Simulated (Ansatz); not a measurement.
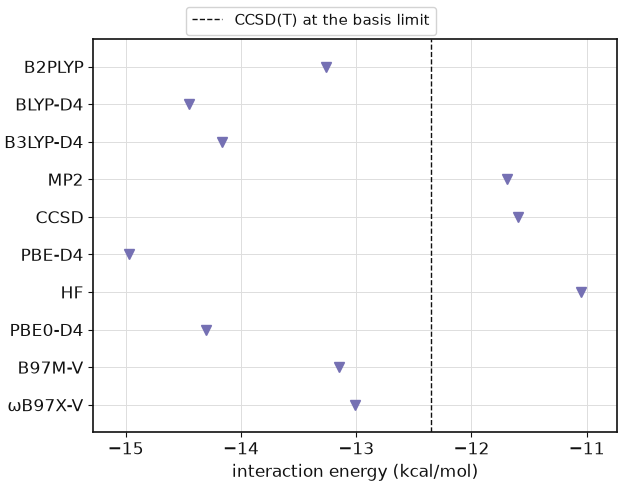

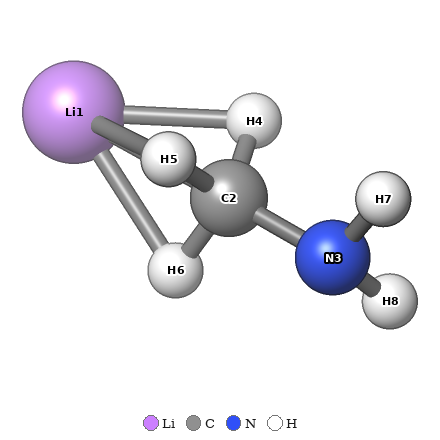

Counterpoise interaction energy of the pair Li⁺ and CH₅N at one optimised PBE0-D4 geometry, drawn, with the closest contact Li1···H4 1.93 Å (H···H pairs aside; other arrangements can bind more strongly; the cost of deforming the partners isn't counted), def2-TZVPPD, the Ansatz code; cores frozen in correlated methods. The outer core of Li, Na, Mg and K is correlated. The line takes HF and MP2 limits from def2-TZVPPD and QZVPPD, and the coupled-cluster step in TZVPPD. B2PLYP holds a correlation term that converges slowly with the basis, so part of the distance to the limit is basis error. No dispersion term is added to B2PLYP. The distance of MP2 and CCSD to the limit includes basis error.

> What range do the values span, the line included?

From −14.97 kcal/mol (PBE-D4) to −11.05 kcal/mol (HF).

> Which level comes closest to the line (CCSD(T) at the basis limit), and which misses most?

Closest MP2 (−11.69 kcal/mol), against −12.35 kcal/mol; farthest PBE-D4 (−14.97 kcal/mol).
